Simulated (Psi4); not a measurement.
# GeF2 (SMILES [F][Ge][F]): HF/aug-cc-pVTZ-DK (DKH2, density fitting)

What is the energy change on altering one bond length of GeF2 at HF/aug-cc-pVTZ-DK (DKH2, density fitting)? 

The results are computed with Psi4 1.11.

6 further runs of the same task are left out: 2 that didn't finish, 4 set aside as unsound or not needed.

### 1 The system as given

The species is GeF2 (3 atoms), meant as a singlet with charge 0. SMILES: `[F][Ge][F]`. The shape comes from GFN2-xTB, which is rough for such elements, and wasn't checked as a minimum.

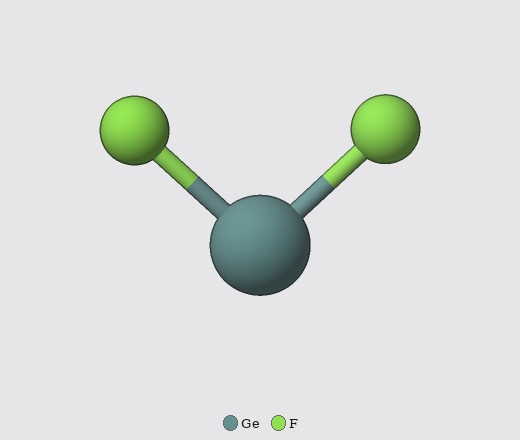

Viewed from a chosen angle; germanium teal, fluorine green.

### 2 The charge distribution at HF/aug-cc-pVTZ-DK (DKH2, density fitting)

Contents of job.inp:

```
memory 1600 MB

molecule {
  0 1
  Ge
  F 1 1.79986
  F 1 1.797945 2 94.71753
  units angstrom
  symmetry c1
}

set {
  basis        aug-cc-pVTZ-DK
  scf_type     df
  relativistic dkh
  dkh_order    2
}

result, w = energy('hf', return_wfn=True)
oeprop(w, 'MAYER_INDICES', 'MBIS_CHARGES', 'ESP_AT_NUCLEI', 'MULLIKEN_CHARGES', 'NO_OCCUPATIONS')
```

Started as:

```console
$ psi4 -i job.inp -o job.out -n 1
```

job.out:

```text
[...]
  Running in c1 symmetry.
[...]
  Nuclear repulsion =  185.635814247503021
[...]
  Multiplicity = 1
[...]
  Nalpha       = 25
  Nbeta        = 25
[...]
    Number of basis functions: 151
[...]
   @DF-RHF iter   1: -2295.50179190135805   -4.35762e+00   1.22824e-02 ADIIS/DIIS
[...]
   @DF-RHF iter   8: -2296.24260858893831   -4.32938e-08   3.11503e-07 DIIS
[...]
    Orbital Energies [Eh]
    ---------------------
    Doubly Occupied:
       1A   -410.859100     2A    -53.496129     3A    -46.592829
       4A    -46.591736     5A    -46.591055     6A    -26.288977
       7A    -26.288452     8A     -7.475625     9A     -5.285199
      10A     -5.280771    11A     -5.278186    12A     -1.685369
      13A     -1.683772    14A     -1.677283    15A     -1.673549
      16A     -1.668672    17A     -1.543621    18A     -1.519296
      19A     -0.749637    20A     -0.647760    21A     -0.638412
      22A     -0.627891    23A     -0.607133    24A     -0.597150
      25A     -0.451608
[...]
  @DF-RHF Final Energy: -2296.24260858893831
   => Energetics <=
    Nuclear Repulsion Energy =            185.6358142475030206
    One-Electron Energy =               -3572.1585273589662393
    Two-Electron Energy =                1090.2801045225251073
    Total Energy =                      -2296.2426085889383103
[...]
 Multipole Moments:
 ------------------------------------------------------------------------------------
     Multipole            Electronic (a.u.)      Nuclear  (a.u.)        Total (a.u.)
 ------------------------------------------------------------------------------------
 L = 1.  Multiply by 2.5417464519 to convert [e a0] to [Debye]
 Dipole X            :          2.7359347           -1.7348909            1.0010438
 Dipole Y            :          2.5267236           -1.5994740            0.9272496
 Dipole Z            :         -0.0000000            0.0000000           -0.0000000
 Magnitude           :                                                    1.3645075
[...]
  Mulliken Charges: (a.u.)
   Center  Symbol    Alpha    Beta     Spin     Total
       1    GE    15.32728 15.32728  0.00000  1.34545
       2     F     4.83655  4.83655  0.00000 -0.67309
       3     F     4.83618  4.83618  0.00000 -0.67235
   Total alpha = 25.00000, Total beta = 25.00000, Total charge = -0.00000
[...]
```

Run time: 8.4 s. Hardware: 1 thread of AMD EPYC 7B13 (Zen 3), shared host; peak memory 0.66 GiB.

Atomic charges (e):

```csv
atom,MBIS,Mulliken
Ge1,+1.030,+1.345
F2,-0.515,-0.673
F3,-0.514,-0.672
```

### 3 The distorted shape

Contents of input.inp:

```
memory 1600 mb

molecule geom {
  0 1
  Ge     0.136112    -0.009003    -0.689610
  F      1.320810    -0.018750     0.415140
  F     -1.193708     0.025587     0.519930
  units angstrom
  symmetry c1
}

set {
  basis aug-cc-pVTZ-DK
  reference rhf
  scf_type df
  relativistic dkh
  dkh_order 2
}

E, wfn = energy('hf', return_wfn=True)
oeprop(wfn, 'MAYER_INDICES', 'MBIS_CHARGES', 'ESP_AT_NUCLEI', 'MULLIKEN_CHARGES', 'NO_OCCUPATIONS', title='HF')
```

Started as:

```console
$ psi4 -n 1 input.inp input.out
```

input.out:

```text
[...]
  Running in c1 symmetry.
[...]
  Nuclear repulsion =  195.875811410864912
[...]
  Multiplicity = 1
[...]
  Nalpha       = 25
  Nbeta        = 25
[...]
    Number of basis functions: 151
[...]
   @DF-RHF iter   1: -2295.47019211412589   -4.00765e+00   1.25073e-02 ADIIS/DIIS
[...]
   @DF-RHF iter   8: -2296.24059572087572   -6.45150e-08   8.34095e-07 DIIS
[...]
    Orbital Energies [Eh]
    ---------------------
    Doubly Occupied:
       1A   -410.835130     2A    -53.473766     3A    -46.570710
       4A    -46.569425     5A    -46.568446     6A    -26.324410
       7A    -26.275955     8A     -7.456997     9A     -5.267124
      10A     -5.263254    11A     -5.260237    12A     -1.699871
      13A     -1.667278    14A     -1.660147    15A     -1.655830
      16A     -1.651358    17A     -1.574148    18A     -1.514845
      19A     -0.781410    20A     -0.686969    21A     -0.672436
      22A     -0.650334    23A     -0.604409    24A     -0.600373
      25A     -0.434857
[...]
  @DF-RHF Final Energy: -2296.24059572087572
   => Energetics <=
    Nuclear Repulsion Energy =            195.8758114108649124
    One-Electron Energy =               -3592.7934646225698998
    Two-Electron Energy =                1100.6770574908289291
    Total Energy =                      -2296.2405957208757172
[...]
 Multipole Moments:
 ------------------------------------------------------------------------------------
     Multipole            Electronic (a.u.)      Nuclear  (a.u.)        Total (a.u.)
 ------------------------------------------------------------------------------------
 L = 1.  Multiply by 2.5417464519 to convert [e a0] to [Debye]
 Dipole X            :         -0.5116036            0.1409021           -0.3707015
 Dipole Y            :         -3.2918362            2.2408230           -1.0510132
 Dipole Z            :          0.0000000            0.0000000            0.0000000
 Magnitude           :                                                    1.1144722
[...]
  Mulliken Charges: (a.u.)
   Center  Symbol    Alpha    Beta     Spin     Total
       1    GE    15.36659 15.36659  0.00000  1.26683
       2     F     4.79864  4.79864  0.00000 -0.59728
       3     F     4.83477  4.83477  0.00000 -0.66955
   Total alpha = 25.00000, Total beta = 25.00000, Total charge = -0.00000
[...]
```

Run time: 9 s. Hardware: 1 thread of AMD EPYC 7B13 (Zen 3), shared host; peak memory 0.66 GiB.

Atomic charges (e):

```csv
atom,MBIS,Mulliken
Ge1,+0.950,+1.267
F2,-0.432,-0.597
F3,-0.518,-0.670
```

### 4 Results

Level: HF/aug-cc-pVTZ-DK (DKH2, density fitting).

```
                                                          quantity           value
                                         first shape: total energy  -2296.24261 Eh
                                        first shape: dipole moment          3.47 D
                                          first shape: HOMO energy       -12.29 eV
                                          first shape: LUMO energy        -0.11 eV
                                        first shape: HOMO–LUMO gap        12.18 eV
                                     distorted shape: total energy  -2296.24060 Eh
                                    distorted shape: dipole moment          2.83 D
                                      distorted shape: HOMO energy       -11.83 eV
                                      distorted shape: LUMO energy         0.19 eV
                                    distorted shape: HOMO–LUMO gap        12.03 eV
energy change with the Ge1–F2 bond shortened from 1.800 to 1.620 Å        0.055 eV
```

What this shows: With the Ge1–F2 bond shortened from 1.800 to 1.620 Å the energy rises by 0.05 eV (1.3 kcal/mol). The first shape isn't relaxed at this level, so the change isn't measured from a minimum. Mulliken charges (first shape) run from -0.67 on F2 to +1.35 on Ge1; in a basis this large or diffuse they mean little. Mulliken charges (distorted shape) run from -0.67 on F3 to +1.27 on Ge1; in a basis this large or diffuse they mean little.
